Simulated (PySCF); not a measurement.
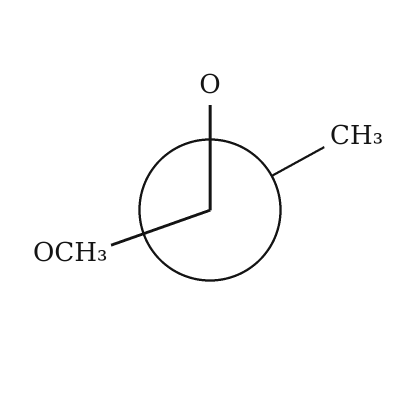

A Newman projection along the S–O bond, sulfur in front; angles are drawn as computed, but eclipsed bonds slightly apart. The geometry was computed by an optimisation with PBE0-D3(BJ)/def2-SVP. No frequency run is at hand to confirm it as a minimum.

### Which molecule is it?

C2H6O3S, COS(=O)OC

### What is the torsion angle from the front OCH3 to the back CH3? The sign is positive where the front bond must turn clockwise to cover the back bond.

171°, antiperiplanar (anti).
